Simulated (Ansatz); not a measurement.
The reference is AlN in the wurtzite structure (space group P6_3mc, No. 186; a = 3.130 Å, c = 5.018 Å). Axes: x lies along a and z along c of the hexagonal cell.

One thing is altered: biaxial strain −2.49 %, plane normal [001], relaxed out of plane (Cartesian); in-plane vectors clamped, the third vector and the atoms free.

Method: PBE (Ansatz, a program for electronic structure, PAW, spin-orbit coupling left out).

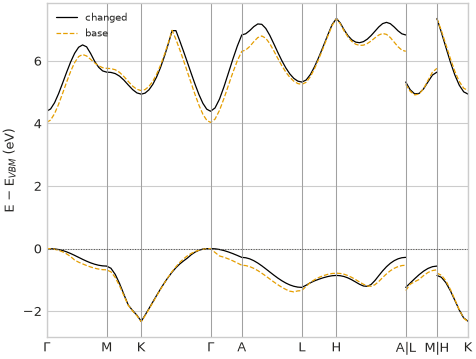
Highest valence and lowest conduction band along the path, each from its own valence-band maximum

The gap is 4.39 eV, direct at Γ; the base has 4.03 eV.

Stability against distortions was not tested.
